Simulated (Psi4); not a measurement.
**SiNH3Cl2: energy and gradient calculation**

System: SiNH3Cl2.
Method: HF/cc-pVTZ, RHF (Psi4 1.11).

The geometry comes from this level: PBE0-D4/def2-TZVP.

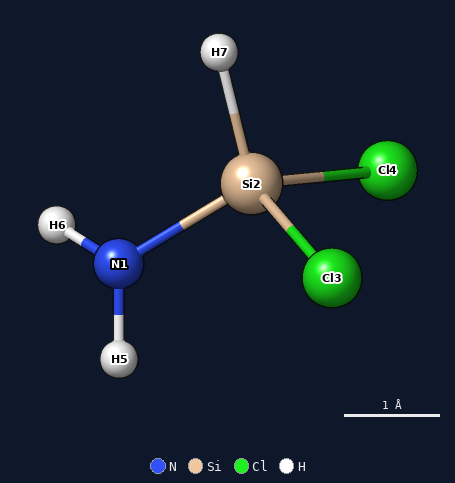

Figure 1. The input geometry (ball-and-stick view, seen at a tilt; atoms are numbered from 1 in the order of the input). Bond lengths as drawn: Cl–Si 2.04 to 2.06 Å, H–N 1.01 Å, H–Si 1.47 Å and N–Si 1.69 Å.

Summary

```csv
quantity,value
outcome,converged
total energy,−1264.352614 hartree
basis functions,174
largest force,0.632 eV/Å
HOMO,−11.74 eV
LUMO,3.51 eV
dipole moment,2.45 D
hardware,"1 thread of Intel Xeon @ 2.50GHz (Skylake/Cascade Lake), 192 GiB of memory available, shared host"
wall time,15 s
peak memory,0.42 GiB
```

Input (cl2h3nsi.py)
```python
import psi4

psi4.set_memory('1600 MB')
psi4.set_num_threads(1)
psi4.set_output_file('psi4.out', False)

m = psi4.geometry("""
N     -0.051800     1.099600    -0.066300
Si     0.221700    -0.569500    -0.034800
Cl     0.681000    -1.079600     1.887200
Cl    -1.383000    -1.725700    -0.595200
H     -0.591000     1.544900     0.658900
H     -0.138200     1.580900    -0.947500
H      1.322600    -0.918600    -0.947800
symmetry c1
""")

psi4.set_options(dict(basis='cc-pVTZ', scf_type='df', guess='sapgau'))

energy_value = psi4.gradient("scf", molecule=m)
print('gradient / Eh bohr^-1')
print(energy_value.np.round(6))
for k, v in sorted(psi4.core.scalar_variables().items()):
    print(f'{k:45s} {v:18.10f}')
```

Command:
```bash
python cl2h3nsi.py
```

Output
```
Psi4 1.11 release

gradient() will perform analytic gradient computation.

   => Loading Basis Set <=

    Name: CC-PVTZ
    Role: ORBITAL
    Keyword: BASIS

         ---------------------------------------------------------
                                   SCF
                              RHF Reference
                        1 Threads,   1525 MiB Core
         ---------------------------------------------------------

  ==> Geometry <==

    Molecular point group: c1
    Full point group: C1

    Geometry (in Angstrom), charge = 0, multiplicity = 1:

       Center              X                  Y                   Z               Mass
    ------------   -----------------  -----------------  -----------------  -----------------
         N            0.108916687167     1.938365790166    -0.431979920632    14.003074004430
         SI           0.382416687167     0.269265790166    -0.400479920632    27.976926534650
         CL           0.841716687167    -0.240834209834     1.521520079368    34.968852682000
         CL          -1.222283312833    -0.886934209834    -0.960879920632    34.968852682000
         H           -0.430283312833     2.383665790166     0.293220079368     1.007825032230
         H            0.022516687167     2.419665790166    -1.313179920632     1.007825032230
         H            1.483316687167    -0.079834209834    -1.313479920632     1.007825032230

  Running in c1 symmetry.

  Rotational constants: A =      0.14912  B =      0.08306  C =      0.05797 [cm^-1]
  Rotational constants: A =   4470.62806  B =   2490.00744  C =   1737.99678 [MHz]
  Nuclear repulsion =  277.955799446983349

  Charge       = 0
  Multiplicity = 1
  Electrons    = 58
  Nalpha       = 29
  Nbeta        = 29

  ==> Algorithm <==

  SCF Algorithm Type is DF.
  DIIS enabled.
  MOM disabled.
  Fractional occupation disabled.
  Guess Type is SAPGAU.
  Energy threshold   = 1.00e-08
  Density threshold  = 1.00e-08
  Integral threshold = 1.00e-12

  ==> Primary Basis <==

  Basis Set: CC-PVTZ
    Blend: CC-PVTZ
    Number of shells: 64
    Number of basis functions: 174
    Number of Cartesian functions: 197
    Spherical Harmonics?: true
    Max angular momentum: 3

   => Loading Basis Set <=

    Name: (CC-PVTZ AUX)
    Role: JKFIT
    Keyword: DF_BASIS_SCF

   => Loading Basis Set <=

    Name: SAP_HELFEM_LARGE
    Role: ORBITAL
    Keyword: SAPGAU_BASIS

  ==> Integral Setup <==

  DFHelper Memory: AOs need 0.128 GiB; user supplied 1.118 GiB.
  SCF_SUBTYPE=INCORE selected. In-core MEM_DF algorithm will be used.
  Using in-core AOs.

  ==> MemDFJK: Density-Fitted J/K Matrices <==

    J tasked:                   Yes
    K tasked:                   Yes
    wK tasked:                   No
    Memory [MiB]:              1144
    Algorithm:                 Core
    Schwarz Cutoff:           1E-12
    Mask sparsity (%):       0.1982
    Fitting Condition:        1E-10

   => Auxiliary Basis Set <=

  Basis Set: (CC-PVTZ AUX)
    Blend: CC-PVTZ-JKFIT
    Number of shells: 166
    Number of basis functions: 532
    Number of Cartesian functions: 636
    Spherical Harmonics?: true
    Max angular momentum: 4

  Minimum eigenvalue in the overlap matrix is 1.5030383283E-03.
  Reciprocal condition number of the overlap matrix is 2.4700465889E-04.
    Using symmetric orthogonalization.

  ==> Pre-Iterations <==

   -------------------------------------------------------
    Irrep   Nso     Nmo     Nalpha   Nbeta   Ndocc  Nsocc
   -------------------------------------------------------
     A        174     174      29      29      29       0
   -------------------------------------------------------
    Total     174     174      29      29      29       0
   -------------------------------------------------------

  ==> Iterations <==

                           Total Energy        Delta E     RMS |[F,P]|

   @DF-RHF iter   1: -1263.28715703947569   -1.26329e+03   8.86022e-03 DIIS/ADIIS
   @DF-RHF iter   2: -1263.93577885007517   -6.48622e-01   5.27774e-03 DIIS/ADIIS
   @DF-RHF iter   3: -1264.34595477828839   -4.10176e-01   6.21793e-04 DIIS/ADIIS
   @DF-RHF iter   4: -1264.35196379243916   -6.00901e-03   1.70816e-04 DIIS/ADIIS
   @DF-RHF iter   5: -1264.35253537455378   -5.71582e-04   5.33630e-05 DIIS
   @DF-RHF iter   6: -1264.35261047412769   -7.50996e-05   9.23308e-06 DIIS
   @DF-RHF iter   7: -1264.35261395511748   -3.48099e-06   2.72903e-06 DIIS
   @DF-RHF iter   8: -1264.35261428732520   -3.32208e-07   7.34412e-07 DIIS
   @DF-RHF iter   9: -1264.35261431048411   -2.31589e-08   1.40492e-07 DIIS
   @DF-RHF iter  10: -1264.35261431133586   -8.51742e-10   3.45145e-08 DIIS
   @DF-RHF iter  11: -1264.35261431138906   -5.32054e-11   8.82577e-09 DIIS
  Energy and wave function converged.

  ==> Post-Iterations <==

    Orbital Energies [Eh]
    ---------------------

    Doubly Occupied:

       1A   -104.833524     2A   -104.828103     3A    -68.864904
       4A    -15.560146     5A    -10.560700     6A    -10.555273
       7A     -8.027222     8A     -8.026021     9A     -8.025985
      10A     -8.021736    11A     -8.020594    12A     -8.020579
      13A     -6.203470    14A     -4.311009    15A     -4.310268
      16A     -4.309626    17A     -1.172122    18A     -1.110030
      19A     -1.087494    20A     -0.727592    21A     -0.687340
      22A     -0.596149    23A     -0.555467    24A     -0.546521
      25A     -0.488485    26A     -0.476024    27A     -0.460325
      28A     -0.457173    29A     -0.431353

    Virtual:

      30A      0.128846    31A      0.157642    32A      0.173606
      33A      0.187734    34A      0.202934    35A      0.221892
      36A      0.275827    37A      0.312414    38A      0.327477
      39A      0.342049    40A      0.366701    41A      0.376931
      42A      0.399926    43A      0.408548    44A      0.474047
      45A      0.482360    46A      0.508237    47A      0.524044
      48A      0.536010    49A      0.542561    50A      0.574162
      51A      0.606024    52A      0.626419    53A      0.657811
      54A      0.659074    55A      0.666706    56A      0.692505
      57A      0.707193    58A      0.760260    59A      0.781948
      60A      0.802882    61A      0.820546    62A      0.840358
      63A      0.846525    64A      0.864933    65A      0.909080
      66A      0.927752    67A      0.965792    68A      0.993008
      69A      1.081618    70A      1.098500    71A      1.134287
      72A      1.154020    73A      1.179774    74A      1.190648
      75A      1.205720    76A      1.258255    77A      1.270296
      78A      1.348951    79A      1.394897    80A      1.419407
      81A      1.428198    82A      1.452893    83A      1.473903
      84A      1.509806    85A      1.548900    86A      1.576882
      87A      1.603902    88A      1.632177    89A      1.757516
      90A      1.774075    91A      1.834308    92A      1.889282
      93A      1.958781    94A      1.996394    95A      2.025928
      96A      2.264703    97A      2.272740    98A      2.276530
      99A      2.284093   100A      2.319423   101A      2.335149
     102A      2.341518   103A      2.350422   104A      2.354634
     105A      2.400252   106A      2.408595   107A      2.411516
     108A      2.419613   109A      2.423848   110A      2.472042
     111A      2.487378   112A      2.523601   113A      2.538405
     114A      2.565724   115A      2.585739   116A      2.592965
     117A      2.601117   118A      2.640289   119A      2.649504
     120A      2.695205   121A      2.744965   122A      2.805527
     123A      2.846695   124A      2.879848   125A      2.895855
     126A      2.943852   127A      2.991089   128A      3.059690
     129A      3.169778   130A      3.370528   131A      3.481643
     132A      3.487139   133A      3.509368   134A      3.539238
     135A      3.576097   136A      3.635307   137A      3.676036
     138A      3.753632   139A      3.789184   140A      3.830805
     141A      3.886540   142A      3.926013   143A      3.993462
     144A      4.026773   145A      4.035833   146A      4.199658
     147A      4.230492   148A      4.265972   149A      4.286669
     150A      4.331707   151A      4.362809   152A      4.413653
     153A      4.429487   154A      4.506768   155A      4.562490
     156A      4.682943   157A      4.726618   158A      4.787002
     159A      4.984392   160A      5.146357   161A      5.172750
     162A      5.324736   163A      5.373723   164A      5.521033
     165A      5.555377   166A      5.881401   167A      5.962533
     168A      6.049613   169A      6.101566   170A      6.117358
     171A      6.315165   172A      6.435322   173A      7.239000
     174A     12.644379

    Final Occupation by Irrep:
              A
    DOCC [    29 ]
    NA   [    29 ]
    NB   [    29 ]

  @DF-RHF Final Energy: -1264.35261431138906

   => Energetics <=

    Nuclear Repulsion Energy =            277.9557994469833488
    One-Electron Energy =               -2302.0663622185193162
    Two-Electron Energy =                 759.7579484601469630
    Total Energy =                      -1264.3526143113890612

Computation Completed

Properties will be evaluated at   0.000000,   0.000000,   0.000000 [a0]

Properties computed using the SCF density matrix

 Multipole Moments:

 ------------------------------------------------------------------------------------
     Multipole            Electronic (a.u.)      Nuclear  (a.u.)        Total (a.u.)
 ------------------------------------------------------------------------------------

 L = 1.  Multiply by 2.5417464519 to convert [e a0] to [Debye]
 Dipole X            :         -1.3922136            1.3646995           -0.0275141
 Dipole Y            :         -4.5849244            5.4607715            0.8758471
 Dipole Z            :          2.3074220           -2.7082334           -0.4008114
 Magnitude           :                                                    0.9635948

 ------------------------------------------------------------------------------------

	total time  =          6 seconds =       0.10 minutes

         ------------------------------------------------------------
                                   SCF GRAD
         ------------------------------------------------------------

  ==> Geometry <==

    Molecular point group: c1
    Full point group: C1

    Geometry (in Angstrom), charge = 0, multiplicity = 1:

       Center              X                  Y                   Z               Mass
    ------------   -----------------  -----------------  -----------------  -----------------
         N            0.108916687167     1.938365790166    -0.431979920632    14.003074004430
         SI           0.382416687167     0.269265790166    -0.400479920632    27.976926534650
         CL           0.841716687167    -0.240834209834     1.521520079368    34.968852682000
         CL          -1.222283312833    -0.886934209834    -0.960879920632    34.968852682000
         H           -0.430283312833     2.383665790166     0.293220079368     1.007825032230
         H            0.022516687167     2.419665790166    -1.313179920632     1.007825032230
         H            1.483316687167    -0.079834209834    -1.313479920632     1.007825032230

  Nuclear repulsion =  277.955799446983349

  ==> Basis Set <==

  Basis Set: CC-PVTZ
    Blend: CC-PVTZ
    Number of shells: 64
    Number of basis functions: 174
    Number of Cartesian functions: 197
    Spherical Harmonics?: true
    Max angular momentum: 3

  ==> DFJKGrad: Density-Fitted SCF Gradients <==

    Gradient:                    1
    J tasked:                  Yes
    K tasked:                  Yes
    wK tasked:                  No
    Integrals threads:           1
    Memory [MiB]:             1144
    Schwarz Cutoff:          1E-12
    Fitting Condition:       1E-10

   => Auxiliary Basis Set <=

  Basis Set: (CC-PVTZ AUX)
    Blend: CC-PVTZ-JKFIT
    Number of shells: 166
    Number of basis functions: 532
    Number of Cartesian functions: 636
    Spherical Harmonics?: true
    Max angular momentum: 4

  -Total Gradient:
     Atom            X                  Y                   Z
    ------   -----------------  -----------------  -----------------
       1        0.008120131212    -0.008564391510     0.002194110692
       2       -0.005978732620    -0.003873714395     0.005395270138
       3       -0.001371774130     0.001472337168    -0.004423212606
       4        0.003292794412     0.001688599419     0.001401557684
       5       -0.006547018068     0.004639455161     0.009321078508
       6       -0.000701239254     0.005244575878    -0.011088616426
       7        0.003185838455    -0.000606861711    -0.002800188003

	total time  =          7 seconds =       0.12 minutes
```

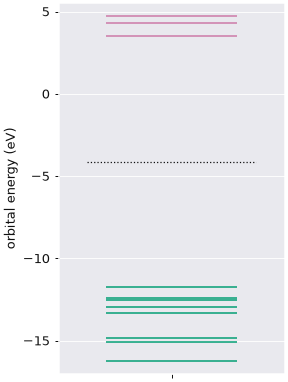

Figure 2. Orbital energies near the frontier; the dotted line parts filled from empty levels, and levels within 0.02 eV of each other stand side by side. Highest filled −11.74 eV, lowest empty 3.51 eV, 15.25 eV apart.
